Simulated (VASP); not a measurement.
Band structure of AgI (wurtzite). Computed with optB86b-vdW, VASP's PBE PAW potentials (set 64) (plane waves; VASP).

Unless said otherwise, spin-orbit coupling is left out, though it shifts the bands of the heavy elements here.

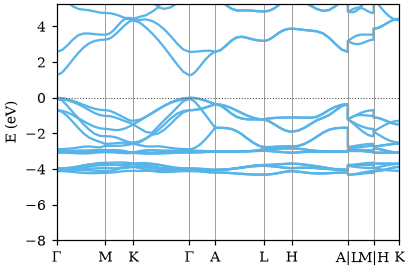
Figure: Bands along high-symmetry lines, zero at the valence-band maximum or, without a gap, the Fermi level

Task: Read the plot: is there a gap, and where are the band edges?

Result: The gap is direct, 1.26 eV, from the valence maximum at Γ to the conduction minimum at Γ. (Edges off the drawn lines would not show.)

The compound is AgI in the wurtzite structure. It was relaxed first.
